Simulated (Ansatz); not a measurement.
# SnH₄S + HF: a complex and its separated parts, part 2 of 2

Ansatz 0.2.0, Gaussian basis.

## 13. CAM-B3LYP-D4/def2-TZVPP

The inputs:

parta/in.yaml

```yaml
crystal:
  periodic: [false, false, false]
  atoms:
    - {symbol: Sn, position_ang: [-1.098828, 0.015151, -0.182876]}
    - {symbol: S, position_ang: [0.834243, 1.085926, 0.766946]}
    - {symbol: H, position_ang: [-1.108564, 0.503260, -1.812259]}
    - {symbol: H, position_ang: [-2.499434, 0.544902, 0.633575]}
    - {symbol: H, position_ang: [-0.939555, -1.677072, -0.041347]}
    - {symbol: H, position_ang: [0.629511, 0.573188, 1.991436]}
basis:
  gaussian: {orbitals: def2-TZVPP}
hamiltonian: {xc: {name: CAM-B3LYP}, dispersion: d4}
```

partb/in.yaml

```yaml
crystal:
  periodic: [false, false, false]
  atoms:
    - {symbol: H, position_ang: [1.960254, -0.194754, -0.382897]}
    - {symbol: F, position_ang: [2.222473, -0.850600, -0.972477]}
basis:
  gaussian: {orbitals: def2-TZVPP}
hamiltonian: {xc: {name: CAM-B3LYP}, dispersion: d4}
```

The same command starts each run, in its folder.

Started as:

```sh
ansatz run in.yaml --threads 4 --pin off --events-out ev --progress --plain --max-ram 9574MiB
```

parta printed, cut to the lines that bear on the results:

```text
Functional definition: CAM-B3LYP
  name "CAM-B3LYP"
  cite "Yanai, Tew & Handy, Chem. Phys. Lett. 393, 51 (2004) doi:10.1016/j.cplett.2004.06.011"
  cite "Iikura, Tsuneda, Yanai & Hirao, J. Chem. Phys. 115, 3540 (2001) doi:10.1063/1.1383587"
  cite "Becke, Phys. Rev. A 38, 3098 (1988) doi:10.1103/PhysRevA.38.3098"
  cite "Lee, Yang & Parr, Phys. Rev. B 37, 785 (1988) doi:10.1103/PhysRevB.37.785"
[...]
  # Exact exchange under (alpha + beta erf(omega r))/r, Becke's under what is left of 1/r.
[...]
964 factors; their error is unknown
216 factors; integrals over basis functions are off by at most 1.4e-5 eV
[...]
mean field -16732.33002518 eV, -614.9017868447 hartree, gradient 2.8e-5 eV, S^2 0.000000; 0 other end points of the search recorded, 0 dependent functions left out
reference -16732.33015040 eV, -614.9017914465 hartree; 21, 21 occupied and 127, 127 virtual orbitals, 964 factors
Total energy: -16732.42375818 eV, -614.9052314689 hartree
```

Output in partb, cut to the lines that bear on the results:

```text
[... 6 set-up lines as earlier in the session ...]
[...]
  # Exact exchange under (alpha + beta erf(omega r))/r, Becke's under what is left of 1/r.
[...]
215 factors; their error is unknown
48 factors; integrals over basis functions are off by at most 4.9e-5 eV
[...]
mean field -2733.85902810 eV, -100.4674662066 hartree, gradient 6.2e-5 eV, S^2 0.000000; 0 other end points of the search recorded, 0 dependent functions left out
reference -2733.85907224 eV, -100.4674678285 hartree; 5, 5 occupied and 40, 40 virtual orbitals, 215 factors
Total energy: -2733.86051256 eV, -100.4675207594 hartree
```

They took 3.2 s (parta), 0.4 s (partb) on 4 threads of AMD EPYC, shared host.

## 14. wB97X-V/def2-TZVPP

Each input of step 13 (parta, partb) changes in the same lines:

```diff
-hamiltonian: {xc: {name: CAM-B3LYP}, dispersion: d4}
+hamiltonian: {xc: {name: wB97X-V}}
```

Each run has its own folder and the same command.

Started as:

```sh
ansatz run in.yaml --threads 4 --pin off --events-out ev --progress --plain --max-ram 9574MiB
```

parta printed, cut to the lines that bear on the results:

```text
Functional definition: wB97X-V
  name "wB97X-V"
  cite "Mardirossian & Head-Gordon, Phys. Chem. Chem. Phys. 16, 9904 (2014) doi:10.1039/C3CP54374A"
[... 2 set-up lines as earlier in the session ...]
[...]
      + integral(e_c_pw_opposite_spin*poly(b97_u_opposite, cos0, cos1)) + vv10(b, c)
959 factors; their error is unknown
213 factors; integrals over basis functions are off by at most 1.1e-5 eV
[...]
mean field -16730.42737642 eV, -614.8318657925 hartree, gradient 2.4e-5 eV, S^2 0.000000; 0 other end points of the search recorded, 0 dependent functions left out
reference -16730.42737426 eV, -614.8318657129 hartree; 21, 21 occupied and 127, 127 virtual orbitals, 959 factors
Total energy: -16730.42737426 eV, -614.8318657129 hartree
```

Log of partb, cut to the lines that bear on the results:

```text
[... 5 set-up lines as earlier in the session ...]
[...]
      + integral(e_c_pw_opposite_spin*poly(b97_u_opposite, cos0, cos1)) + vv10(b, c)
215 factors; their error is unknown
48 factors; integrals over basis functions are off by at most 2.2e-5 eV
[...]
mean field -2733.49560703 eV, -100.4541107284 hartree, gradient 1.0e-5 eV, S^2 0.000000; 0 other end points of the search recorded, 0 dependent functions left out
reference -2733.49560643 eV, -100.4541107066 hartree; 5, 5 occupied and 40, 40 virtual orbitals, 215 factors
Total energy: -2733.49560643 eV, -100.4541107066 hartree
```

Times: 6.5 s (parta), 0.61 s (partb) on 4 threads of AMD EPYC, shared host.

## 15. wB97M-V/def2-TZVPP

The same edit goes into each in.yaml of step 14 (parta, partb):

```diff
-hamiltonian: {xc: {name: wB97X-V}}
+hamiltonian: {xc: {name: wB97M-V}}
```

Each run has its own folder and the same command.

Started as:

```sh
ansatz run in.yaml --threads 4 --pin off --events-out ev --progress --plain --max-ram 9574MiB
```

parta printed, cut to the lines that bear on the results:

```text
Functional definition: wB97M-V
  name "wB97M-V"
  cite "Mardirossian & Head-Gordon, J. Chem. Phys. 144, 214110 (2016) doi:10.1063/1.4952647"
[... 2 set-up lines as earlier in the session ...]
  # Of w^i u^j: cxij and so on, Table III.
[...]
  gx(w, u) = 1 - cx + cx01*u + cx10*w
[...]
      + integral(e_c_pw_mod_opposite_spin*gos(b97_w_opposite, b97_u_opposite)) + vv10(b, c)
959 factors; their error is unknown
213 factors; integrals over basis functions are off by at most 1.1e-5 eV
[...]
mean field -16730.22410932 eV, -614.8243958643 hartree, gradient 2.5e-5 eV, S^2 0.000000; 0 other end points of the search recorded, 0 dependent functions left out
reference -16730.22416313 eV, -614.8243978418 hartree; 21, 21 occupied and 127, 127 virtual orbitals, 959 factors
Total energy: -16730.22416313 eV, -614.8243978418 hartree
```

Output in partb, cut to the lines that bear on the results:

```text
[... 5 set-up lines as earlier in the session ...]
  # Of w^i u^j: cxij and so on, Table III.
[...]
  gx(w, u) = 1 - cx + cx01*u + cx10*w
[...]
      + integral(e_c_pw_mod_opposite_spin*gos(b97_w_opposite, b97_u_opposite)) + vv10(b, c)
215 factors; their error is unknown
48 factors; integrals over basis functions are off by at most 2.2e-5 eV
[...]
mean field -2733.67553275 eV, -100.4607228767 hartree, gradient 1.2e-5 eV, S^2 0.000000; 0 other end points of the search recorded, 0 dependent functions left out
reference -2733.67554742 eV, -100.4607234157 hartree; 5, 5 occupied and 40, 40 virtual orbitals, 215 factors
Total energy: -2733.67554742 eV, -100.4607234157 hartree
```

Wall times: 7 s (parta), 0.66 s (partb) on 4 threads of AMD EPYC, shared host.

## 16. B2PLYP/def2-TZVPP

The same edit goes into each in.yaml of step 15 (parta, partb):

```diff
-hamiltonian: {xc: {name: wB97M-V}}
+hamiltonian: {xc: {name: B2PLYP}}
```

One command serves all of them, each in its own folder.

Started as:

```sh
ansatz run in.yaml --threads 4 --pin off --events-out ev --progress --plain --max-ram 9574MiB
```

Output in parta, cut to the lines that bear on the results:

```text
Functional definition: B2PLYP
  name "B2PLYP"
  cite "Grimme, J. Chem. Phys. 124, 034108 (2006) doi:10.1063/1.2148954"
[... 2 set-up lines as earlier in the session ...]
[...]
1001 factors; integrals over basis functions are off by at most 1.3e-3 eV
[...]
mean field -16718.61200889 eV, -614.3976590447 hartree, gradient 5.4e-6 eV, S^2 0.000000; 0 other end points of the search recorded, 0 dependent functions left out
9 core orbitals not correlated: weight in the atoms' cores, before any rotation towards them, 1.000 or more for the frozen orbitals, at most 0.000 for the correlated occupied ones
reference -16718.61216823 eV, -614.3976649000 hartree; 12, 12 occupied and 127, 127 virtual orbitals, 1001 factors
second order -17.00524809 eV of doubles, -0.00000000 eV of singles
Total energy: -16723.20358521 eV, -614.5663963620 hartree
```

partb printed, cut to the lines that bear on the results:

```text
[... 5 set-up lines as earlier in the session ...]
[...]
287 factors; integrals over basis functions are off by at most 1.0e-3 eV
[...]
mean field -2730.72523254 eV, -100.3523013440 hartree, gradient 1.4e-6 eV, S^2 0.000000; 0 other end points of the search recorded, 0 dependent functions left out
1 core orbitals not correlated: weight in the atoms' cores, before any rotation towards them, 1.000 or more for the frozen orbitals, at most 0.000 for the correlated occupied ones
reference -2730.72528925 eV, -100.3523034278 hartree; 4, 4 occupied and 40, 40 virtual orbitals, 287 factors
second order -8.59405457 eV of doubles, -0.00000000 eV of singles
Total energy: -2733.04568398 eV, -100.4375763614 hartree
```

They took 4.2 s (parta), 0.46 s (partb) on 4 threads of AMD EPYC, shared host.

## 17. PBE-QIDH/def2-TZVPP

Each input of step 16 (parta, partb) changes in the same lines:

```diff
-hamiltonian: {xc: {name: B2PLYP}}
+hamiltonian: {xc: {name: PBE-QIDH}}
```

The same command starts each run, in its folder.

Started as:

```sh
ansatz run in.yaml --threads 4 --pin off --events-out ev --progress --plain --max-ram 9574MiB
```

parta printed, cut to the lines that bear on the results:

```text
Functional definition: PBE-QIDH
  name "PBE-QIDH"
  cite "Brémond, Sancho-García, Pérez-Jiménez & Adamo, J. Chem. Phys. 141, 031101 (2014) doi:10.1063/1.4890314"
[... 1 set-up line as earlier in the session ...]
[...]
1001 factors; integrals over basis functions are off by at most 1.3e-3 eV
[...]
mean field -16715.88618396 eV, -614.2974868258 hartree, gradient 4.7e-6 eV, S^2 0.000000; 0 other end points of the search recorded, 0 dependent functions left out
9 core orbitals not correlated: weight in the atoms' cores, before any rotation towards them, 1.000 or more for the frozen orbitals, at most 0.000 for the correlated occupied ones
reference -16715.88619620 eV, -614.2974872758 hartree; 12, 12 occupied and 127, 127 virtual orbitals, 1001 factors
second order -15.85216456 eV of doubles, -0.00000000 eV of singles
Total energy: -16721.17025105 eV, -614.4916727100 hartree
```

Output in partb, cut to the lines that bear on the results:

```text
[... 4 set-up lines as earlier in the session ...]
[...]
287 factors; integrals over basis functions are off by at most 1.0e-3 eV
[...]
mean field -2728.92248879 eV, -100.2860517331 hartree, gradient 3.8e-6 eV, S^2 0.000000; 0 other end points of the search recorded, 0 dependent functions left out
1 core orbitals not correlated: weight in the atoms' cores, before any rotation towards them, 1.000 or more for the frozen orbitals, at most 0.000 for the correlated occupied ones
reference -2728.92249215 eV, -100.2860518563 hartree; 4, 4 occupied and 40, 40 virtual orbitals, 287 factors
second order -8.07155268 eV of doubles, -0.00000000 eV of singles
Total energy: -2731.61300971 eV, -100.3849265529 hartree
```

They took 4.7 s (parta), 0.5 s (partb) on 4 threads of AMD EPYC, shared host.

## 18. RPA on PBE/def2-TZVPP

The same edit goes into each in.yaml of step 17 (parta, partb):

```diff
-hamiltonian: {xc: {name: PBE-QIDH}}
+hamiltonian: {xc: pbe}
+correlation: {method: rpa}
```

Each run has its own folder and the same command.

Started as:

```sh
ansatz run in.yaml --threads 4 --pin off --events-out ev --progress --plain --max-ram 9574MiB
```

Log of parta, cut to the lines that bear on the results:

```text
[... 4 set-up lines as earlier in the session ...]
[...]
1001 factors; integrals over basis functions are off by at most 1.3e-3 eV
[...]
mean field -16727.50171082 eV, -614.7243495647 hartree, gradient 3.1e-6 eV, S^2 0.000000; 0 other end points of the search recorded, 0 dependent functions left out
9 core orbitals not correlated: weight in the atoms' cores, before any rotation towards them, 1.000 or more for the frozen orbitals, at most 0.000 for the correlated occupied ones
reference -16685.79907583 eV, -613.1918059958 hartree; 12, 12 occupied and 127, 127 virtual orbitals, 1001 factors
Total energy: -16708.38575268 eV, -614.0218510604 hartree
```

partb printed, cut to the lines that bear on the results:

```text
[... 4 set-up lines as earlier in the session ...]
[...]
287 factors; integrals over basis functions are off by at most 1.0e-3 eV
[...]
mean field -2731.84358114 eV, -100.3933998967 hartree, gradient 9.3e-7 eV, S^2 0.000000; 0 other end points of the search recorded, 0 dependent functions left out
1 core orbitals not correlated: weight in the atoms' cores, before any rotation towards them, 1.000 or more for the frozen orbitals, at most 0.000 for the correlated occupied ones
reference -2722.68122652 eV, -100.0566895750 hartree; 4, 4 occupied and 40, 40 virtual orbitals, 287 factors
Total energy: -2733.63265934 eV, -100.4591473079 hartree
```

Times: 4.3 s (parta), 0.45 s (partb) on 4 threads of AMD EPYC, shared host.

## 19. CCSD(T)/def2-TZVPP

The same edit goes into each in.yaml of step 18 (parta, partb):

```diff
-hamiltonian: {xc: pbe}
-correlation: {method: rpa}
+correlation: {method: ccsd_t}
```

One command serves all of them, each in its own folder.

Started as:

```sh
ansatz run in.yaml --threads 4 --pin off --events-out ev --progress --plain --max-ram 9574MiB
```

Log of parta, cut to the lines that bear on the results:

```text
Functional definition: HF
  name "HF"
  cite "Fock, Z. Phys. 61, 126 (1930) doi:10.1007/BF01340294"
[... 1 set-up line as earlier in the session ...]
[...]
1001 factors; integrals over basis functions are off by at most 1.3e-3 eV
[...]
mean field -16686.78235143 eV, -613.2279407077 hartree, gradient 2.1e-6 eV, S^2 0.000000; 0 other end points of the search recorded, 0 dependent functions left out
9 core orbitals not correlated: weight in the atoms' cores, before any rotation towards them, 1.000 or more for the frozen orbitals, at most 0.000 for the correlated occupied ones
reference -16686.78235143 eV, -613.2279407077 hartree; 12, 12 occupied and 127, 127 virtual orbitals, 1001 factors
second order -14.09252447 eV of doubles, -0.00000000 eV of singles
cycle   1  -14.41450590 eV  change   -3.2e-1 eV  update   8.8e-2
[...]
cycle   9  -14.86954001 eV  change   -1.0e-5 eV  update   1.0e-5
perturbative correction -0.49128136 eV, -0.0180542570 hartree
Total energy: -16702.14317280 eV, -613.7924404811 hartree
```

Output in partb, cut to the lines that bear on the results:

```text
[... 4 set-up lines as earlier in the session ...]
[...]
287 factors; integrals over basis functions are off by at most 1.0e-3 eV
[...]
mean field -2722.91269178 eV, -100.0651957664 hartree, gradient 4.5e-6 eV, S^2 0.000000; 0 other end points of the search recorded, 0 dependent functions left out
1 core orbitals not correlated: weight in the atoms' cores, before any rotation towards them, 1.000 or more for the frozen orbitals, at most 0.000 for the correlated occupied ones
reference -2722.91269178 eV, -100.0651957664 hartree; 4, 4 occupied and 40, 40 virtual orbitals, 287 factors
second order -7.36487183 eV of doubles, -0.00000000 eV of singles
cycle   1  -7.29622698 eV  change    6.9e-2 eV  update   3.9e-2
[...]
cycle   8  -7.43091010 eV  change    4.9e-7 eV  update   3.3e-6
perturbative correction -0.17033949 eV, -0.0062598607 hartree
Total energy: -2730.51394137 eV, -100.3445365364 hartree
```

Wall times: 24 s (parta), 0.6 s (partb) on 4 threads of AMD EPYC, shared host; peak memory 1 GiB.

## 20. Vibrations of SnH₄S

vib-parta/in.yaml

```yaml
crystal:
  periodic: [false, false, false]
  atoms:
    - {symbol: Sn, position_ang: [-1.098828, 0.015151, -0.182876]}
    - {symbol: S, position_ang: [0.834243, 1.085926, 0.766946]}
    - {symbol: H, position_ang: [-1.108564, 0.503260, -1.812259]}
    - {symbol: H, position_ang: [-2.499434, 0.544902, 0.633575]}
    - {symbol: H, position_ang: [-0.939555, -1.677072, -0.041347]}
    - {symbol: H, position_ang: [0.629511, 0.573188, 1.991436]}
basis:
  gaussian: {orbitals: def2-TZVP}
hamiltonian: {xc: pbe0, dispersion: d4}
phonons: {temperatures: {t_min: 298.15, t_max: 900, t_step: 200}}
```

Started as:

```sh
ansatz run in.yaml --threads 4 --pin off --events-out ev --progress --plain --max-ram 9574MiB
```

Log, cut to the lines that bear on the results:

```text
[... 5 set-up lines as earlier in the session ...]
[...]
908 factors; their error is unknown
[...]
mean field -16728.78026604 eV, -614.7713356024 hartree, gradient 1.3e-5 eV, S^2 0.000000; 0 other end points of the search recorded, 0 dependent functions left out
[...]
Atom 3 at    -2.499434     0.544902     0.633575 Å, force    -0.000206    -0.000752     0.000565 eV/Å
Atom 4 at    -0.939555    -1.677072    -0.041347 Å, force     0.000822     0.000531     0.001102 eV/Å
Atom 5 at     0.629511     0.573188     1.991436 Å, force     0.001825     0.001006     0.000847 eV/Å
Dipole moment:    -0.255949    -0.188226     0.027615 e Å
Vibrations: 112.54 356.39 428.91 468.44 689.32 710.42 713.14 732.20 1948.67 1949.78 1973.38 2713.72 cm⁻¹, zero-point energy 0.793306 eV
```

It took 65 s on 4 threads of AMD EPYC, shared host.

Wavenumbers and character of the modes:

| mode | wavenumber (cm⁻¹) | character |
| --- | --- | --- |
| 1 | 113 | torsion |
| 2 | 356 | Sn–S stretch |
| 3 | 429 | bend |
| 4 | 468 | bend |
| 5 | 689 | bend |
| 6 | 710 | bend |
| 7 | 713 | bend |
| 8 | 732 | bend |
| 9 | 1949 | Sn–H stretch |
| 10 | 1950 | Sn–H stretch |
| 11 | 1973 | Sn–H stretch |
| 12 | 2714 | S–H stretch |

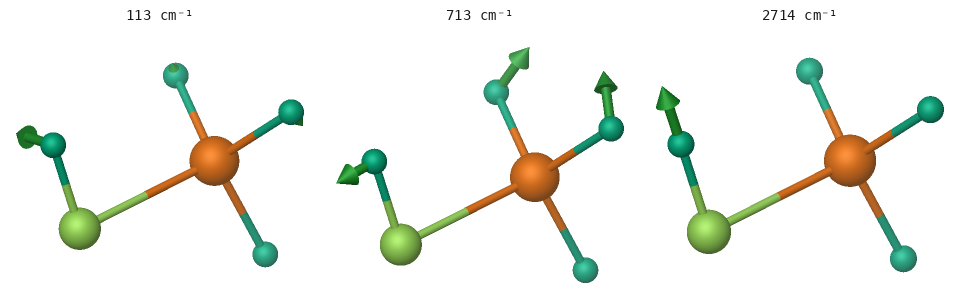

How the atoms move in 3 of the modes.

Vibrational sums (real modes only):

| T (K) | entropy (J/mol/K) | heat capacity (J/mol/K) |
| --- | --- | --- |
| 298 | 29.9 | 39.8 |
| 498 | 54.8 | 57.0 |
| 698 | 75.9 | 68.0 |
| 898 | 94.1 | 75.9 |

## 21. Vibrations of HF

vib-partb/in.yaml

```yaml
crystal:
  periodic: [false, false, false]
  atoms:
    - {symbol: H, position_ang: [1.960254, -0.194754, -0.382897]}
    - {symbol: F, position_ang: [2.222473, -0.850600, -0.972477]}
basis:
  gaussian: {orbitals: def2-TZVP}
hamiltonian: {xc: pbe0, dispersion: d4}
phonons: {temperatures: {t_min: 298.15, t_max: 900, t_step: 200}}
```

Started as:

```sh
ansatz run in.yaml --threads 4 --pin off --events-out ev --progress --plain --max-ram 9574MiB
```

Log, cut to the lines that bear on the results:

```text
[... 5 set-up lines as earlier in the session ...]
[...]
200 factors; their error is unknown
[...]
mean field -2731.80169997 eV, -100.3918607921 hartree, gradient 6.8e-6 eV, S^2 0.000000; 0 other end points of the search recorded, 0 dependent functions left out
[...]
reference -2731.80151911 eV, -100.3918541458 hartree; 5, 5 occupied and 32, 32 virtual orbitals, 200 factors
Total energy: -2731.80322170 eV, -100.3919167147 hartree
Atom 0 at     1.960254    -0.194754    -0.382897 Å, force    -0.000006     0.000014     0.000012 eV/Å
Atom 1 at     2.222473    -0.850600    -0.972477 Å, force     0.000006    -0.000014    -0.000012 eV/Å
Dipole moment:    -0.114237     0.285722     0.256853 e Å
Vibrations: 4152.88 cm⁻¹, zero-point energy 0.257446 eV
```

Run time: 2.4 s. Hardware: 4 threads of AMD EPYC, shared host.

Wavenumbers and character of the modes:

| mode | wavenumber (cm⁻¹) | character |
| --- | --- | --- |
| 1 | 4153 | F–H stretch |

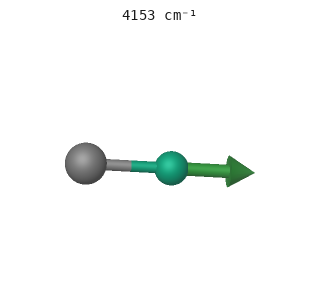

How the atoms move in 1 of the modes.

Vibrational sums (real modes only):

| T (K) | entropy (J/mol/K) | heat capacity (J/mol/K) |
| --- | --- | --- |
| 298 | 0.0 | 0.0 |
| 498 | 0.0 | 0.0 |
| 698 | 0.0 | 0.1 |
| 898 | 0.1 | 0.5 |

## 22. Complex less separated parts

The complex's own energies come from single points at the same levels.

Rows are in def2-TZVPP; times add the 3 runs of a level on a shared host, so small differences are noise.

Differences are taken before rounding.

| method | rung | complex less parts (kcal/mol) | from CCSD(T) (kcal/mol) | time |
| --- | --- | --- | --- | --- |
| SPW92 | LDA | -11.5 | -5.6 | 3.5 s |
| PBE-D4 | GGA | -8.6 | -2.7 | 4.9 s |
| BLYP-D4 | GGA | -8.0 | -2.1 | 5.3 s |
| r2SCAN-D4 | meta-GGA | -7.7 | -1.8 | 9.3 s |
| B97M-V | meta-GGA | -6.6 | -0.6 | 14 s |
| PBE0-D4 | hybrid | -7.6 | -1.7 | 7 s |
| B3LYP-D4 | hybrid | -7.5 | -1.6 | 7.8 s |
| r2SCAN0-D4 | hybrid | -7.1 | -1.2 | 11 s |
| BHLYP-D4 | hybrid | -6.8 | -0.9 | 7 s |
| CAM-B3LYP-D4 | range-separated hybrid | -7.6 | -1.7 | 8.2 s |
| wB97X-V | range-separated hybrid | -7.1 | -1.1 | 18 s |
| wB97M-V | range-separated hybrid | -7.1 | -1.1 | 21 s |
| B2PLYP | double hybrid | -6.2 | -0.3 | 14 s |
| PBE-QIDH | double hybrid | -6.4 | -0.4 | 17 s |
| RPA on PBE | RPA | -5.2 | +0.8 | 16 s |
| Hartree-Fock | wavefunction | -2.5 | +3.5 |  |
| MP2 | wavefunction | -6.3 | -0.3 |  |
| CCSD | wavefunction | -5.3 | +0.6 |  |
| CCSD(T) | wavefunction | -5.9 | 0 | 2.3 min |

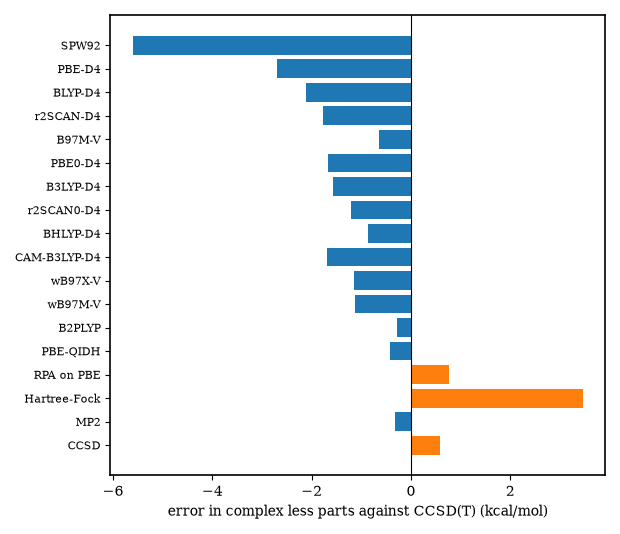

Deviations from CCSD(T), method by method.

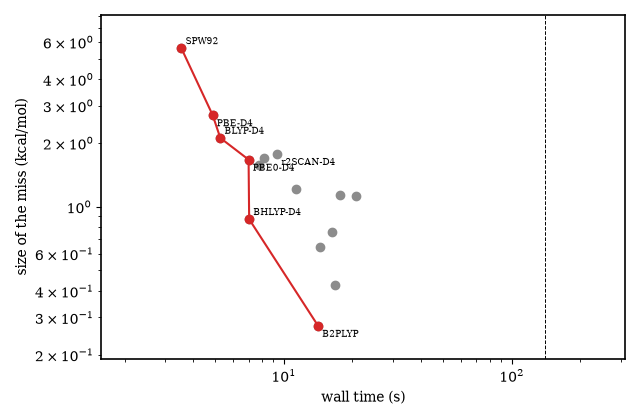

Accuracy for the time spent; red marks the levels that beat every quicker one drawn (of those quicker than the yardstick), and the dashed line is the time of CCSD(T). Only those levels and the largest misses are named. Times are from a shared host.

B2PLYP reaches 0.3 kcal/mol from the reference in 14 s, where CCSD(T) took 2.3 min; the quickest level in the cost chart, SPW92, takes 3.5 s and misses by 5.6 kcal/mol.

The complex's zero-point energy, from a separate PBE0-D4 run, is 1.127 eV.

## 23. What came out

The summary covers parts 1 to 2.

```
                              quantity          value
complex less parts, CCSD(T)/def2-TZVPP  -5.9 kcal/mol
                with zero-point energy  -4.2 kcal/mol
                 largest T1 diagnostic          0.012
```

What this shows: At CCSD(T) the complex lies 5.9 kcal/mol below its parts. B2PLYP is the best functional here (-0.3 kcal/mol from CCSD(T)); SPW92 is the worst (-5.6 kcal/mol). By rung, the mean size of the error is: LDA 5.6, GGA 2.4, meta-GGA 1.2, hybrid 1.3, range-separated hybrid 1.3, double hybrid 0.4 kcal/mol. PBE-D4 gives a relative energy 2.7 kcal/mol too low, outside chemical accuracy (1 kcal/mol). No counterpoise was applied, and triple zeta lacks some correlation, so the CCSD(T) reference has a basis error of its own, and close matches with it are partly luck.
